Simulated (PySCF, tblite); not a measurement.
# norflurane (C2H2F4): dynamics, then NMR shifts and electronic excitations on frames, part 2 of 2

tblite 0.8.0 and PySCF 2.14.0. Atoms count from 0. The steps go on from the part before.

## 9. Nuclear shieldings: 800 fs, PBE0/pcSseg-1

What the job is given:

```
{"job": {"kind": "nmr", "xc": "PBE0", "basis": "pcSseg-1", "pop": false}, "charge": 0, "multiplicity": 1}
F      1.376300    -1.597200     0.078600
C      0.671000    -0.484400    -0.207700
C     -0.870900    -0.593700    -0.057600
F     -1.246600    -0.035300     1.144000
F     -1.354600    -1.800800    -0.239300
F     -1.517600     0.138400    -1.040400
H      0.948100    -0.422200    -1.268700
H      1.040600     0.355900     0.399300
```

Level: GIAO PBE0/pcSseg-1 NMR shielding, non-relativistic, gas phase.

Standard output:

```text
coarse grid: 7760 points
cycle   1  E = -476.0488297529  dE =  8.321e-01  |g| = 9.759e-01  |ddm| = 2.312e+00
cycle   2  E = -475.8334324605  dE =  2.154e-01  |g| = 1.567e+00  |ddm| = 1.179e+00
cycle   3  E = -476.2077529599  dE = -3.743e-01  |g| = 4.013e-02  |ddm| = 7.329e-01
cycle   4  E = -476.2079172453  dE = -1.643e-04  |g| = 2.716e-02  |ddm| = 3.545e-02
cycle   5  E = -476.2080361273  dE = -1.189e-04  |g| = 7.530e-03  |ddm| = 1.668e-02
cycle   6  E = -476.2080438690  dE = -7.742e-06  |g| = 1.908e-03  |ddm| = 3.958e-03
final grid: 79576 points
cycle   7  E = -476.2696006411  dE = -3.820e-05  |g| = 7.322e-03  |ddm| = 1.552e-02
cycle   8  E = -476.2695911943  dE =  9.447e-06  |g| = 1.096e-02  |ddm| = 9.313e-03
cycle   9  E = -476.2696102683  dE = -1.907e-05  |g| = 5.530e-04  |ddm| = 5.099e-03
cycle  10  E = -476.2696103223  dE = -5.397e-08  |g| = 1.677e-04  |ddm| = 4.851e-04
cycle  11  E = -476.2696103269  dE = -4.648e-09  |g| = 4.038e-05  |ddm| = 1.101e-04
cycle  12  E = -476.2696103272  dE = -2.183e-10  |g| = 1.910e-05  |ddm| = 2.867e-05
converged SCF energy = -476.2696103272

GIAO shielding tensors (ppm)
atom      isotropic    diamagn.    paramagn.     s11        s22        s33       span
  0 F      432.940     467.603     -34.663    384.466    408.776    505.577    121.110
  1 C       98.843     242.080    -143.237     73.820     89.476    133.232     59.412
  2 C       48.773     240.496    -191.723     41.895     47.733     56.690     14.795
  3 F      229.738     473.991    -244.252    141.517    202.638    345.059    203.542
  4 F      262.228     468.912    -206.684    184.709    283.473    318.503    133.794
  5 F      227.663     473.676    -246.012    129.399    200.332    353.259    223.860
  6 H       25.924      27.695      -1.771     20.751     26.719     30.301      9.551
  7 H       26.405      27.864      -1.459     22.717     27.441     29.058      6.341
```

It took 8.1 s on 1 thread of Arm Neoverse N1, shared host; peak memory 0.52 GiB.

Key values: δ C2 138.2, C1 88.1, F5 -56.7, F3 -58.8, H6 5.79, H7 5.31 ppm.

## 10. Excited states and response: 800 fs, PBE0/def2-SVPD

Same as in step 9 but for these lines:

```diff
@@ -1,2 +1,2 @@
-{"job": {"kind": "nmr", "xc": "PBE0", "basis": "pcSseg-1", "pop": false}, "charge": 0, "multiplicity": 1}
+{"job": {"kind": "uv", "xc": "PBE0", "basis": "def2-SVPD", "nstates": 5, "ntriplets": 0}, "charge": 0, "multiplicity": 1}
 F      1.376300    -1.597200     0.078600
```

Method: TDDFT PBE0/def2-SVPD, vertical, gas phase, core orbitals frozen in the response.

Standard output:

```text
coarse grid: 7760 points
cycle   1  E = -475.7673331106  dE =  7.924e-01  |g| = 9.072e-01  |ddm| = 3.149e+00
cycle   2  E = -475.5703716401  dE =  1.970e-01  |g| = 1.451e+00  |ddm| = 1.707e+00
cycle   3  E = -475.9137635432  dE = -3.434e-01  |g| = 4.876e-02  |ddm| = 1.029e+00
cycle   4  E = -475.9140192692  dE = -2.557e-04  |g| = 3.044e-02  |ddm| = 6.407e-02
cycle   5  E = -475.9141695882  dE = -1.503e-04  |g| = 8.035e-03  |ddm| = 2.694e-02
cycle   6  E = -475.9141790747  dE = -9.486e-06  |g| = 1.851e-03  |ddm| = 6.283e-03
final grid: 79576 points
cycle   7  E = -475.9771776933  dE = -2.703e-05  |g| = 7.679e-03  |ddm| = 3.886e-02
cycle   8  E = -475.9771663574  dE =  1.134e-05  |g| = 1.143e-02  |ddm| = 1.391e-02
cycle   9  E = -475.9771886866  dE = -2.233e-05  |g| = 5.757e-04  |ddm| = 7.867e-03
cycle  10  E = -475.9771887522  dE = -6.557e-08  |g| = 1.510e-04  |ddm| = 6.721e-04
cycle  11  E = -475.9771887564  dE = -4.205e-09  |g| = 3.935e-05  |ddm| = 1.457e-04
cycle  12  E = -475.9771887566  dE = -1.976e-10  |g| = 2.037e-05  |ddm| = 4.126e-05
converged SCF energy = -475.9771887566

Static polarisability (au): isotropic 30.660, principal 29.324 30.292 32.365

Singlet excitations
state   eV       nm        f      main configurations
  1   9.0950    136.3   0.01322   H->L 0.92
  2   9.3655    132.4   0.00311   H-1->L 0.91
  3  10.2217    121.3   0.01644   H->L+1 0.90
  4  10.4912    118.2   0.03843   H-1->L+1 0.90
  5  10.9208    113.5   0.00652   H-2->L 0.76
```

Run time: 16 s. Hardware: 1 thread of Arm Neoverse N1, shared host; peak memory 0.6 GiB.

This run: HOMO -10.57 eV, LUMO 0.25 eV; lowest singlet 9.10 eV.

## 11. Nuclear shieldings: 1000 fs, PBE0/pcSseg-1

What the job is given:

```
{"job": {"kind": "nmr", "xc": "PBE0", "basis": "pcSseg-1", "pop": false}, "charge": 0, "multiplicity": 1}
F      0.808400    -1.035700     0.543500
C      0.046100    -0.229100    -0.331400
C     -1.380400    -0.740500     0.041000
F     -1.696100    -0.365900     1.272400
F     -1.509800    -2.045900    -0.197100
F     -2.254000    -0.171800    -0.854700
H      0.244000    -0.411400    -1.405500
H      0.255500     0.771000    -0.028500
```

With the program's defaults for keys left out, this is: GIAO PBE0/pcSseg-1 NMR shielding, non-relativistic, gas phase.

Standard output:

```text
coarse grid: 7760 points
cycle   1  E = -476.0594442120  dE =  8.069e-01  |g| = 9.608e-01  |ddm| = 2.312e+00
cycle   2  E = -475.8736216990  dE =  1.858e-01  |g| = 1.496e+00  |ddm| = 1.096e+00
cycle   3  E = -476.2118518905  dE = -3.382e-01  |g| = 4.372e-02  |ddm| = 6.719e-01
cycle   4  E = -476.2120248151  dE = -1.729e-04  |g| = 3.113e-02  |ddm| = 3.739e-02
cycle   5  E = -476.2121918777  dE = -1.671e-04  |g| = 7.983e-03  |ddm| = 1.882e-02
cycle   6  E = -476.2122006847  dE = -8.807e-06  |g| = 2.009e-03  |ddm| = 4.191e-03
final grid: 79576 points
cycle   7  E = -476.2742449522  dE = -3.987e-05  |g| = 7.583e-03  |ddm| = 1.568e-02
cycle   8  E = -476.2742348170  dE =  1.014e-05  |g| = 1.130e-02  |ddm| = 9.210e-03
cycle   9  E = -476.2742552776  dE = -2.046e-05  |g| = 5.797e-04  |ddm| = 5.121e-03
cycle  10  E = -476.2742553373  dE = -5.965e-08  |g| = 1.968e-04  |ddm| = 5.313e-04
cycle  11  E = -476.2742553432  dE = -5.927e-09  |g| = 7.339e-05  |ddm| = 1.370e-04
cycle  12  E = -476.2742553439  dE = -6.975e-10  |g| = 1.630e-05  |ddm| = 4.099e-05
converged SCF energy = -476.2742553439

GIAO shielding tensors (ppm)
atom      isotropic    diamagn.    paramagn.     s11        s22        s33       span
  0 F      423.629     472.055     -48.426    401.415    420.766    448.705     47.290
  1 C       94.735     243.932    -149.198     67.578     79.303    137.323     69.745
  2 C       53.441     244.260    -190.819     46.190     51.950     62.184     15.994
  3 F      264.766     472.281    -207.515    193.728    255.833    344.736    151.008
  4 F      259.145     470.326    -211.181    183.913    248.700    344.823    160.910
  5 F      250.828     472.823    -221.995    149.953    249.654    352.877    202.924
  6 H       26.515      27.407      -0.892     23.571     26.437     29.536      5.966
  7 H       26.915      29.498      -2.583     23.991     26.395     30.358      6.367
```

It took 8.1 s on 1 thread of Arm Neoverse N1, shared host; peak memory 0.52 GiB.

In short: δ C2 133.5, C1 92.2, F5 -79.9, F4 -88.2, H6 5.20, H7 4.80 ppm.

## 12. Ultraviolet spectrum: 1000 fs, PBE0/def2-SVPD

Same as in step 11 but for these lines:

```diff
@@ -1,2 +1,2 @@
-{"job": {"kind": "nmr", "xc": "PBE0", "basis": "pcSseg-1", "pop": false}, "charge": 0, "multiplicity": 1}
+{"job": {"kind": "uv", "xc": "PBE0", "basis": "def2-SVPD", "nstates": 5, "ntriplets": 0}, "charge": 0, "multiplicity": 1}
 F      0.808400    -1.035700     0.543500
```

Method: TDDFT PBE0/def2-SVPD, vertical, gas phase, core orbitals frozen in the response.

Standard output:

```text
coarse grid: 7760 points
cycle   1  E = -475.7774617921  dE =  7.671e-01  |g| = 8.916e-01  |ddm| = 3.156e+00
cycle   2  E = -475.6076294971  dE =  1.698e-01  |g| = 1.383e+00  |ddm| = 1.618e+00
cycle   3  E = -475.9173053960  dE = -3.097e-01  |g| = 5.503e-02  |ddm| = 9.640e-01
cycle   4  E = -475.9176015410  dE = -2.961e-04  |g| = 3.626e-02  |ddm| = 7.102e-02
cycle   5  E = -475.9178234189  dE = -2.219e-04  |g| = 8.843e-03  |ddm| = 3.113e-02
cycle   6  E = -475.9178351059  dE = -1.169e-05  |g| = 1.952e-03  |ddm| = 6.572e-03
cycle   7  E = -475.9178357894  dE = -6.834e-07  |g| = 3.519e-04  |ddm| = 1.891e-03
final grid: 79576 points
cycle   8  E = -475.9814006608  dE = -2.923e-05  |g| = 7.808e-03  |ddm| = 4.308e-02
cycle   9  E = -475.9813900796  dE =  1.058e-05  |g| = 1.129e-02  |ddm| = 1.453e-02
cycle  10  E = -475.9814121188  dE = -2.204e-05  |g| = 6.958e-04  |ddm| = 7.843e-03
cycle  11  E = -475.9814122083  dE = -8.945e-08  |g| = 2.181e-04  |ddm| = 7.818e-04
cycle  12  E = -475.9814122157  dE = -7.470e-09  |g| = 7.369e-05  |ddm| = 1.820e-04
cycle  13  E = -475.9814122166  dE = -8.458e-10  |g| = 1.794e-05  |ddm| = 6.408e-05
converged SCF energy = -475.9814122166

Static polarisability (au): isotropic 30.467, principal 29.229 30.528 31.643

Singlet excitations
state   eV       nm        f      main configurations
  1   9.1999    134.8   0.00618   H->L 0.82, H->L+1 0.15
  2   9.4907    130.6   0.00030   H-1->L 0.81, H-1->L+1 0.16
  3   9.9347    124.8   0.02743   H->L+1 0.83, H->L 0.16
  4  10.3426    119.9   0.02737   H-1->L+1 0.79, H-1->L 0.17
  5  11.0322    112.4   0.01211   H->L+2 0.96
```

Run time: 16 s. Hardware: 1 thread of Arm Neoverse N1, shared host; peak memory 0.6 GiB.

In short: HOMO -10.49 eV, LUMO 0.47 eV; lowest singlet 9.20 eV.

## 13. Comparing the runs: NMR shifts

Shifts (ppm) of some atoms, chosen among heavy atoms and hydrogens apart, with basis size and wall time:

```csv
frame,C1,H7,H6,F4,F3,F5,F0,functions,time
250 fs,86.2,5.80,5.21,-66.1,-72.5,-92.1,-267.6,112,8.5 s
425 fs,80.7,3.75,5.15,-114.0,-86.8,-91.9,-277.9,112,8.2 s
625 fs,93.6,5.57,5.97,-57.1,-72.8,-78.4,-245.5,112,8.1 s
800 fs,88.1,5.31,5.79,-91.3,-58.8,-56.7,-262.0,112,8.1 s
1000 fs,92.2,4.80,5.20,-88.2,-93.8,-79.9,-252.7,112,8.1 s
```

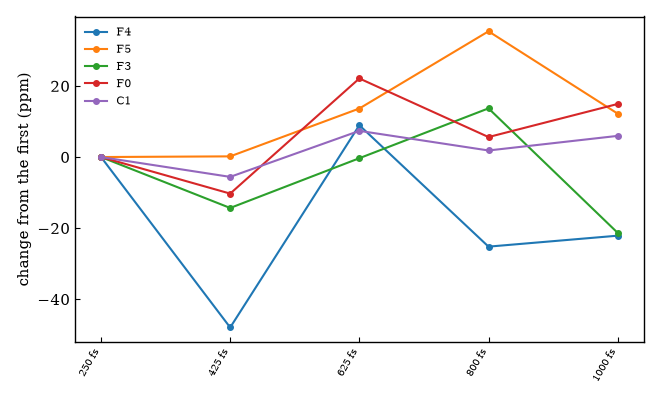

How five of the tabulated atoms move from run to run.

## 14. Side by side: electronic excitations

Excitations and ground-state properties, with basis size and wall time:

```csv
frame,lowest singlet (eV),brightest (eV),f,gap (eV),α (Å³),μ (D),functions,time
250 fs,9.53,10.92,0.040,11.10,4.56,2.38,148,16 s
425 fs,9.64,10.51,0.026,11.07,4.39,1.62,148,16 s
625 fs,9.16,10.08,0.041,11.02,4.63,2.23,148,17 s
800 fs,9.10,10.49,0.038,10.81,4.54,1.68,148,16 s
1000 fs,9.20,9.93,0.027,10.96,4.51,2.06,148,16 s
```

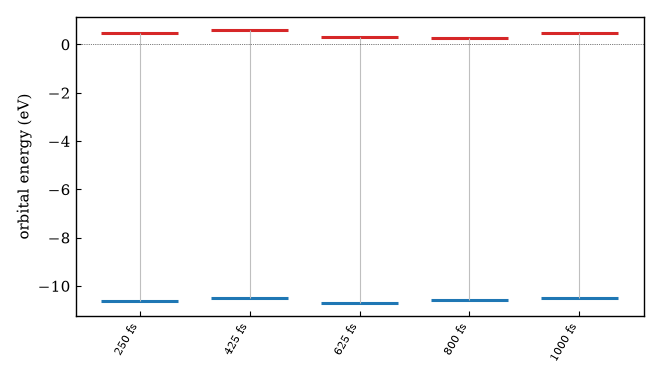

HOMO (blue) and LUMO (red) run by run.

## 15. Summary of results

This closing draws on all 2 parts.

```
                                        quantity                            value
                                      thermostat                            300 K
                   mean temperature, second half                            325 K
         mean potential energy above the minimum                          0.28 eV
  13C shifts against TMS (PBE0/pcSseg-1, 250 fs)                  139.1, 86.2 ppm
   1H shifts against TMS (PBE0/pcSseg-1, 250 fs)                   5.80, 5.21 ppm
19F shifts against CFCl3 (PBE0/pcSseg-1, 250 fs)  -66.1, -72.5, -92.1, -267.6 ppm
         lowest singlet (PBE0/def2-SVPD, 250 fs)      9.53 eV (130 nm), f = 0.011
        brightest single state of those computed     state 5, 10.92 eV, f = 0.040
                        range of the shift of F4              -114.0 to -57.1 ppm
                     range of the lowest singlet                  9.10 to 9.64 eV
```

In words: In the second half the potential energy averages 0.28 eV above the minimum; equipartition over 18 harmonic modes at 300 K would give 0.23 eV. With 8 atoms the temperature swings widely (160 to 459 K). Shifts at one fixed geometry are not the observed spectrum, which averages over the motion. In the first frame run (250 fs): Shielding is most anisotropic at F4 (span 224 ppm, paramagnetic term -235 ppm). The lowest singlet, at 9.53 eV, is HOMO→LUMO 0.65, HOMO−1→LUMO 0.20 and is weak; of the 5 states computed, the strongest absorption comes from state 5 at 10.92 eV (the last computed, so partners may be missing). States above −ε(HOMO) lie where TDDFT describes them poorly and they hang on the basis; the brightest is among them. Across the 5 runs the shift of F4 moves most, between -114.0 (425 fs) and -57.1 ppm (625 fs). The lowest singlet runs from 9.10 eV (800 fs) to 9.64 eV (425 fs), while the orbital gap spans 10.81 to 11.10 eV. The lowest state need not be the same one in every run.
